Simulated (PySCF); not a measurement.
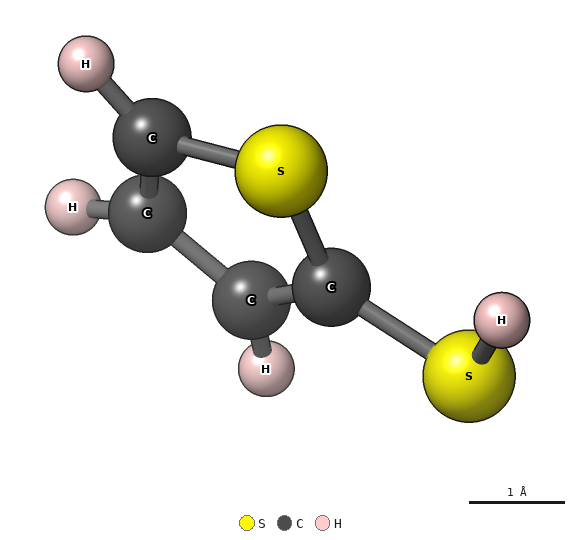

This is the input geometry for a relaxation of C$_{4}$H$_{4}$S$_{2}$. The picture is a ball-and-stick view, seen from a free direction.

The start comes from MMFF94s.

Computed with PBE0-D3(BJ)/def2-SVP geometry optimisation, gas phase in PySCF.

```xyz
10

S     2.6880   -0.0763   -0.1260
C     0.9426    0.0395   -0.0377
C     0.0583   -1.0146   -0.1021
C    -1.2983   -0.5848   -0.0001
C    -1.3958    0.7823    0.1383
S     0.1407    1.5362    0.1444
H     2.9506    1.2334   -0.0092
H     0.3642   -2.0476   -0.2168
H    -2.1565   -1.2451   -0.0270
H    -2.2938    1.3770    0.2362
```

> Predict the outcome.

The largest move after the best rigid fit is that of H7, 0.97 Å. Largest moves by element: H 0.97 Å, S 0.56 Å, C 0.26 Å. Near-neighbour distances that change, for instance: C2–S6 1.708 → 1.732 Å, S1–H7 1.341 → 1.354 Å, C3–H8 1.083 → 1.091 Å, C3–C4 1.427 → 1.421 Å. Groups turn about S1–C2 by about 75°. The energy falls by 0.079 eV in 15 geometry steps. The largest force component goes from 0.69 to 0.014 eV/Å.

Final geometry:

```xyz
10

S     2.6350    0.2213   -0.5960
C     0.9136    0.1984   -0.2456
C     0.1058   -0.9073   -0.1185
C    -1.2609   -0.5720    0.0774
C    -1.4714    0.7834    0.0933
S    -0.0159    1.6569   -0.1447
H     3.0667    0.5350    0.6486
H     0.4985   -1.9237   -0.1619
H    -2.0585   -1.3045    0.2084
H    -2.4129    1.3124    0.2389
```

The end point in the same view:

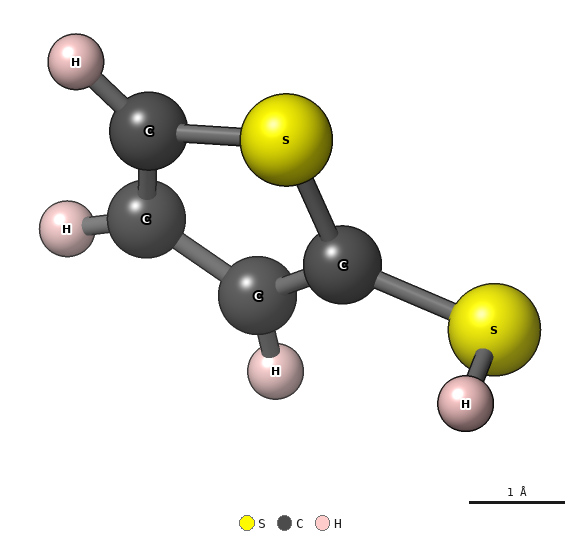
